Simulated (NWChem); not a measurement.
# One shape, several levels: GeS (germanium sulfide)

Wanted: a comparison of 4 runs (r2SCAN/aug-cc-pVTZ, M06-L/aug-cc-pVTZ, PBE0/aug-cc-pVTZ, TPSS/aug-cc-pVTZ) of GeS (germanium sulfide). 

The results are computed with NWChem 7.3.0.

## 1. The molecule

GeS has 2 atoms, charge 0, and is taken as a singlet. SMILES: `[S+]#[Ge-]`. The bond length is the measured one.

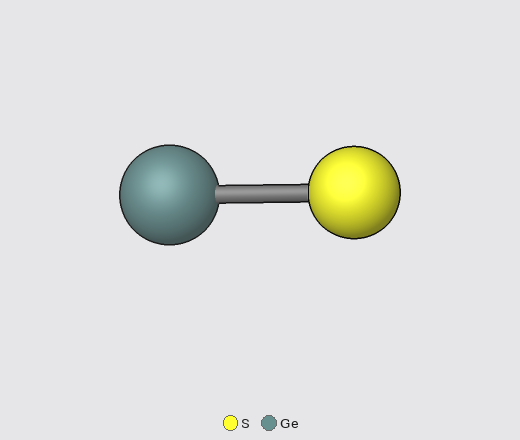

Viewed from a chosen angle; sulfur yellow, germanium teal.

## 2. Energy and forces at r2SCAN/aug-cc-pVTZ (run 1)

Input file run.py:

```python
from ase import Atoms
from ase.calculators.nwchem import NWChem

system = Atoms('SGe', positions=[
    [0.000000, 0.000000, 0.000000],
    [0.000000, 0.000000, 2.012086],
])

calc = NWChem(
    label='ges',
    theory='dft',
    memory='2200 mb',
    basis='aug-cc-pVTZ',
    basispar='spherical bse',
    dft={'xc': 'r2scan', 'mult': '1', 'grid': 'fine', 'convergence': 'energy 1e-08', 'iterations': '100', 'mulliken': None, 'print': 'low'},
)
system.calc = calc

forces = system.get_forces()
print(f"energy = {system.get_potential_energy():.6f} eV")
print("forces (eV/A):")
for s, f in zip(system.symbols, forces):
    print(f"{s:2s} {f[0]:10.5f} {f[1]:10.5f} {f[2]:10.5f}")
```

Launch:

```console
$ export ASE_NWCHEM_COMMAND="nwchem PREFIX.nwi > PREFIX.nwo"
$ python run.py
```

The log of the run:

```text
energy = -67354.851222 eV
forces (eV/A):
S     0.00000   -0.00000   -0.21736
Ge   -0.00000    0.00000    0.21736
```

The calculator wrote ges.nwi:

```
title "ges"

permanent_dir ges

scratch_dir ges

start ges

geometry units angstrom nocenter noautosym noautoz
  S  0.0000000000000000e+00 0.0000000000000000e+00 0.0000000000000000e+00
  Ge 0.0000000000000000e+00 0.0000000000000000e+00 2.0120860000000000e+00
end

memory 2200 mb

basis spherical bse noprint
   * library aug-cc-pVTZ
end

dft
  xc r2scan
  mult 1
  grid fine
  convergence energy 1e-08
  iterations 100
  mulliken
  print low
end

task dft gradient
```

ges.nwo (excerpt; [...] marks lines left out):

```text
[...]
         Total DFT energy =    -2475.245147794602
      One electron energy =    -3713.005592537395
           Coulomb energy =     1207.761241768107
    Exchange-Corr. energy =     -104.656448666368
 Nuclear repulsion energy =      134.655651641056
[... 9 lines left out ...]
    Atom       Charge   Shell Charges
 -----------   ------   -------------------------------------------------------
[...]
                         DFT ENERGY GRADIENTS
    atom               coordinates                        gradient
                 x          y          z           x          y          z
   1 S       0.000000   0.000000   0.000000   -0.000000   0.000000   0.004227
   2 Ge      0.000000   0.000000   3.802291    0.000000  -0.000000  -0.004227
 Task  times  cpu:      260.7s     wall:      260.7s
 Total times  cpu:      260.7s     wall:      260.7s
```

Run time: 4.4 min. Hardware: 1 thread of AMD EPYC 9R14 (Zen 4), shared host; peak memory 0.14 GiB.

## 3. Energy and forces at M06-L/aug-cc-pVTZ (run 2)

Input file run.py:

```python
from ase import Atoms
from ase.calculators.nwchem import NWChem

molecule = Atoms(['S', 'Ge'], positions=[
    [0.000000, 0.000000, 0.000000],
    [0.000000, 0.000000, 2.012086],
])

calc = NWChem(
    label='sp',
    theory='dft',
    memory='2200 mb',
    basis='aug-cc-pVTZ',
    basispar='spherical bse',
    dft={'xc': 'm06-l', 'mult': '1', 'grid': 'fine', 'convergence': 'energy 1e-08', 'iterations': '100', 'mulliken': None},
)
molecule.calc = calc

forces = molecule.get_forces()
e = molecule.get_potential_energy()
print(f"E = {e:.6f} eV")
print("forces (eV/A):")
for s, f in zip(molecule.symbols, forces):
    print(f"{s:2s} {f[0]:10.5f} {f[1]:10.5f} {f[2]:10.5f}")
print("dipole (e A):", molecule.get_dipole_moment().round(4))
```

Launch:

```console
$ export ASE_NWCHEM_COMMAND="nwchem PREFIX.nwi > PREFIX.nwo"
$ python run.py
```

The log of the run:

```text
E = -67354.374469 eV
forces (eV/A):
S    -0.00000    0.00000   -0.36273
Ge    0.00000   -0.00000    0.36273
dipole (e A): [-0.      0.      0.4657]
```

The calculator wrote sp.nwi:

```
title "sp"

permanent_dir sp

scratch_dir sp

start sp

geometry units angstrom nocenter noautosym noautoz
  S  0.0000000000000000e+00 0.0000000000000000e+00 0.0000000000000000e+00
  Ge 0.0000000000000000e+00 0.0000000000000000e+00 2.0120860000000000e+00
end

memory 2200 mb

basis spherical bse noprint
   * library aug-cc-pVTZ
end

dft
  xc m06-l
  mult 1
  grid fine
  convergence energy 1e-08
  iterations 100
  mulliken
end

task dft gradient
```

sp.nwo (excerpt; [...] marks lines left out):

```text
[...]
         Total DFT energy =    -2475.227627477736
[...]
  wavefunction    = closed shell
                         DFT ENERGY GRADIENTS
    atom               coordinates                        gradient
                 x          y          z           x          y          z
   1 S       0.000000   0.000000   0.000000    0.000000  -0.000000   0.007054
   2 Ge      0.000000   0.000000   3.802291   -0.000000   0.000000  -0.007054
[...]
```

Wall time 5.4 min (1 thread of AMD EPYC 9R14 (Zen 4), shared host); peak memory 0.14 GiB.

## 4. Energy and forces at PBE0/aug-cc-pVTZ (run 3)

Input file calc.nw:

```
start calc
memory stack 880 mb heap 220 mb global 1100 mb

geometry units bohr noautosym nocenter noautoz
S      0.00000000     0.00000000     0.00000000
Ge     0.00000000     0.00000000     3.80229148
end

basis spherical bse
S library aug-cc-pVTZ
Ge library aug-cc-pVTZ
end

dft
xc pbe0
mult 1
grid fine
convergence energy 1e-08
maxiter 100
mulliken
print medium
end

task dft gradient
```

Launch:

```console
$ nwchem calc.nw > calc.out
```

The log of the run:

```text
[...]
          Wavefunction type:  closed shell.
          No. of atoms     :     2
          No. of electrons :    48
[...]
          Charge           :     0
          Spin multiplicity:     1
[...]
          AO basis - number of functions:   109
[...]
              XC Information
              --------------
                         PBE0 Method XC Functional
                     Hartree-Fock (Exact) Exchange  0.250
          PerdewBurkeErnzerhof Exchange Functional  0.750
            Perdew 1991 LDA Correlation Functional  1.000 local
           PerdewBurkeErnz. Correlation Functional  1.000 non-local
[...]
 d= 0,ls=0.0,diis     1  -2474.8133348816 -2.61D+03  1.08D-02  5.28D-01    24.8
[...]
 d= 0,ls=0.0,diis     8  -2474.8818811203 -3.83D-09  2.29D-06  2.30D-07   117.0
         Total DFT energy =    -2474.881881120260
      One electron energy =    -3713.017774912070
           Coulomb energy =     1207.778016342711
    Exchange-Corr. energy =     -104.297764469232
 Nuclear repulsion energy =      134.655641918331
[...]
      Total Density - Mulliken Population Analysis
     ---------------------------------------------
    Atom       Charge   Shell Charges
 -----------   ------   -------------------------------------------------------
    1 S   16    16.32   2.00  1.85  0.23  1.16  0.66  0.01  5.80  0.86  2.37  1.28  0.04  0.01  0.03  0.02  0.00  0.00
    2 Ge  32    31.68   2.00  2.01  1.96  0.53  0.95  0.45  0.01  6.00  5.81  0.40  1.12  0.32 -0.00  9.57  0.46  0.07 -0.01  0.02  0.00
[...]
  wavefunction    = closed shell
                         DFT ENERGY GRADIENTS
    atom               coordinates                        gradient
                 x          y          z           x          y          z
   1 S       0.000000   0.000000   0.000000    0.000000   0.000000   0.002160
   2 Ge      0.000000   0.000000   3.802291   -0.000000  -0.000000  -0.002160
[...]
```

Run time: 4.1 min. Hardware: 1 thread of AMD EPYC 9R14 (Zen 4), shared host; peak memory 0.15 GiB.

## 5. Energy and forces at TPSS/aug-cc-pVTZ (run 4)

Input file ges.nw:

```
START ges
memory total 2200 mb
GEOMETRY units angstrom noautosym nocenter noautoz
  S        0.000000       0.000000       0.000000
  Ge       0.000000       0.000000       2.012086
END
BASIS spherical bse
  * library aug-cc-pVTZ
END
DFT
  xc xtpss03 ctpss03
  grid fine
  convergence energy 1e-08
  maxiter 100
  mulliken
  print medium
END
TASK dft gradient
```

Launch:

```console
$ nwchem ges.nw > ges.out
```

The log of the run:

```text
[...]
          Wavefunction type:  closed shell.
          No. of atoms     :     2
          No. of electrons :    48
[...]
          Charge           :     0
          Spin multiplicity:     1
[...]
          AO basis - number of functions:   109
[...]
              XC Information
              --------------
                  TPSS metaGGA Exchange Functional  1.000
             TPSS03 metaGGA Correlation Functional  1.000
[...]
 d= 0,ls=0.0,diis     1  -2475.1996838386 -2.61D+03  1.44D-02  6.15D-01    21.6
[...]
 d= 0,ls=0.0,diis    11  -2475.2788762943 -1.87D-10  1.24D-07  2.74D-10   142.9
         Total DFT energy =    -2475.278876294252
      One electron energy =    -3712.396947698032
           Coulomb energy =     1207.108655128777
    Exchange-Corr. energy =     -104.646235366053
 Nuclear repulsion energy =      134.655651641056
[...]
      Total Density - Mulliken Population Analysis
     ---------------------------------------------
    Atom       Charge   Shell Charges
 -----------   ------   -------------------------------------------------------
    1 S   16    16.34   2.00  1.85  0.23  1.16  0.69  0.02  5.79  0.87  2.37  1.24  0.05  0.01  0.03  0.02  0.00  0.00
    2 Ge  32    31.66   2.00  2.01  1.97  0.55  0.92  0.43  0.02  6.00  5.82  0.42  1.14  0.30 -0.00  9.54  0.49  0.07 -0.01  0.02  0.00
[...]
  wavefunction    = closed shell
                         DFT ENERGY GRADIENTS
    atom               coordinates                        gradient
                 x          y          z           x          y          z
   1 S       0.000000   0.000000   0.000000   -0.000000   0.000000   0.010440
   2 Ge      0.000000   0.000000   3.802291    0.000000  -0.000000  -0.010440
[...]
```

It took 4.4 min on 1 thread of AMD EPYC 9R14 (Zen 4), shared host; peak memory 0.14 GiB.

## 6. The series

| run | level | energy (Eh) | largest force (eV/Å) | wall time |
| --- | --- | --- | --- | --- |
| 1 | r2SCAN/aug-cc-pVTZ | -2475.245148 | 0.217 | 4.4 min |
| 2 | M06-L/aug-cc-pVTZ | -2475.227627 | 0.363 | 5.4 min |
| 3 | PBE0/aug-cc-pVTZ | -2474.881881 | 0.111 | 4.1 min |
| 4 | TPSS/aug-cc-pVTZ | -2475.278876 | 0.537 | 4.4 min |

## 7. Results

```
                       quantity           value
            run 4: total energy  -2475.27888 Eh
           run 4: dipole moment          1.98 D
             run 4: HOMO energy        -6.94 eV
             run 4: LUMO energy        -3.10 eV
           run 4: HOMO–LUMO gap         3.84 eV
run 4: largest force on an atom      0.537 eV/Å
```

In words: Over runs 2, 3, 4 the dipole moment (its size) runs from 1.98 D (TPSS/aug-cc-pVTZ) to 2.24 D (M06-L/aug-cc-pVTZ). Over runs 2, 3, 4 the HOMO–LUMO gap runs from 3.84 eV (TPSS/aug-cc-pVTZ) to 5.54 eV (PBE0/aug-cc-pVTZ). Totals of different functionals can't be ranked against each other. All runs together took 18 min, the longest 5.4 min.
